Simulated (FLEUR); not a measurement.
Band structure of ScAg₄ (I4/m, 5 atoms in the cell).

```yaml
crystal:
  lattice:
    - [-3.30061, 3.30061, 2.04162]
    - [3.30061, -3.30061, 2.04162]
    - [3.30061, 3.30061, -2.04162]
  atoms:
    - { symbol: Sc, position: [0.00000, 0.00000, 0.00000] }
    - { symbol: Ag, position: [0.19961, 0.59963, 0.79924] }
    - { symbol: Ag, position: [0.80039, 0.40037, 0.20076] }
    - { symbol: Ag, position: [0.59963, 0.80039, 0.40002] }
    - { symbol: Ag, position: [0.40037, 0.19961, 0.59998] }
```

Level of theory: FLEUR with LDA (Perdew-Zunger), all-electron FLAPW (FLEUR), scalar-relativistic valence.

Settings: Kmax = 3.9 1/bohr; GmaxXC = 13.7 1/bohr; xcFunctional = pz; jspins = 1; l_soc = F; mode = hist; fermiSmearingEnergy = 0.00367493 Htr; mesh (inpgen div1-3) = 6 6 6; inpgen gamma flag = true; Gmax = 13.7 1/bohr; numbands = 0; maxIterBroyd = 15; imix = Anderson; alpha = 0.05.

The starting cell comes from a database of computed structures (which also holds hypothetical and non-ambient phases and stackings), without a prior relaxation at this level. Values depend on the basis (sphere radii, cutoffs, local orbitals), which need not be converged.

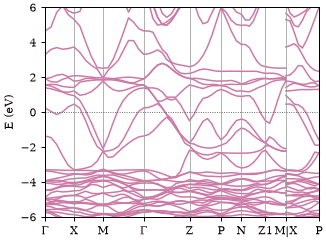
*Bands along the path, energies from the Fermi level.*

Levels in eV from the Fermi level, bands 37 to 44:
```json
[
 {"point": "Γ", "37": "-3.30", "38": "-1.36", "39": "0.24", "40": "1.39", "41": "1.55", "42": "1.55", "43": "1.91", "44": "1.91"},
 {"point": "X", "37": "-3.34", "38": "-3.30", "39": "0.46", "40": "0.95", "41": "1.21", "42": "1.41", "43": "1.77", "44": "2.09"},
 {"point": "M", "37": "-3.27", "38": "-2.24", "39": "-2.24", "40": "-2.10", "41": "1.79", "42": "1.85", "43": "1.86", "44": "1.96"},
 {"point": "Z", "37": "-2.18", "38": "-1.93", "39": "-1.77", "40": "-1.77", "41": "-0.50", "42": "1.56", "43": "1.93", "44": "1.93"},
 {"point": "P", "37": "-2.33", "38": "-2.33", "39": "-1.89", "40": "-1.59", "41": "1.30", "42": "1.52", "43": "1.52", "44": "1.78"},
 {"point": "N", "37": "-3.20", "38": "-2.35", "39": "-0.91", "40": "-0.39", "41": "0.90", "42": "1.21", "43": "1.59", "44": "1.60"},
 {"point": "Z1", "37": "-2.18", "38": "-1.93", "39": "-1.77", "40": "-1.77", "41": "-0.50", "42": "1.56", "43": "1.93", "44": "1.93"}
]
```
